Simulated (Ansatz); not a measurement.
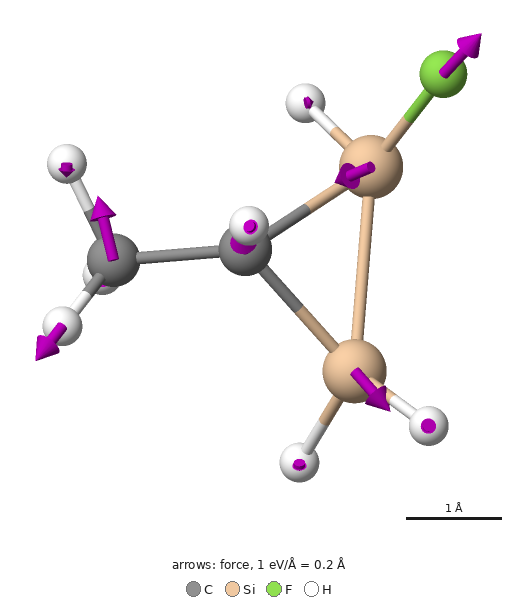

Starting geometry of C2H7FSi2 (coarse preliminary run) with the computed forces as purple arrows. The picture is a ball-and-stick view, seen at a tilt.

The start comes from a force field.

Method: Ansatz 0.2.0, RKS PBE-D4/def2-SVP.

Input
```yaml
crystal:
  periodic: [false, false, false]
  atoms:
    - {symbol: C, position_ang: [-1.267900, -0.679300, 0.306600]}
    - {symbol: C, position_ang: [-0.087800, 0.183400, 0.439700]}
    - {symbol: Si, position_ang: [1.507200, -0.537500, 0.016700]}
    - {symbol: Si, position_ang: [0.578400, 1.198300, -0.979400]}
    - {symbol: F, position_ang: [0.821200, 2.652700, -0.468800]}
    - {symbol: H, position_ang: [-1.358400, -1.191200, -0.641200]}
    - {symbol: H, position_ang: [-2.179800, 0.006800, 0.335800]}
    - {symbol: H, position_ang: [-1.360600, -1.330200, 1.117100]}
    - {symbol: H, position_ang: [-0.106800, 0.748500, 1.418200]}
    - {symbol: H, position_ang: [2.542600, -0.302000, 1.128200]}
    - {symbol: H, position_ang: [1.412600, -1.898700, -0.539000]}
    - {symbol: H, position_ang: [-0.423500, 1.094000, -2.099800]}
basis:
  gaussian: {orbitals: def2-SVP}
hamiltonian: {xc: pbe, dispersion: d4}
relax: {f_tol: 0.03, max_steps: 200}
```

Launched with:
```bash
ansatz run in.yaml --threads 4 --pin off --events-out ev --progress --plain --max-ram 10444MiB
```

Question: Is this structure relaxed? If not, where do the atoms go?

Answer: It isn't relaxed: the largest force vector, on C1, is 3.53 eV/Å. The final displacements have little in common with the starting forces (cosine between the two patterns 0.30). After 8 accepted moves (9 points after the start) the energy has fallen by 18.3 kcal/mol. Largest force component: 3.2 eV/Å at the start, 0.024 eV/Å at the end. The line search rejected the trial step at point 7 of the run. H12 moves most after the best rigid fit: 0.36 Å. Largest moves by element: H 0.36 Å, F 0.24 Å, C 0.20 Å, Si 0.12 Å. Among the contacts that change: C2–Si3 1.801 → 1.957 Å, Si4–F5 1.560 → 1.645 Å, C1–H8 1.044 → 1.111 Å, Si3–Si4 2.206 → 2.268 Å. Among the angles between lasting bonds that change: C2–Si4–F5 108.3° → 118.6°, C2–Si4–H12 106.9° → 116.7°, Si3–C2–H9 114.7° → 105.0°.
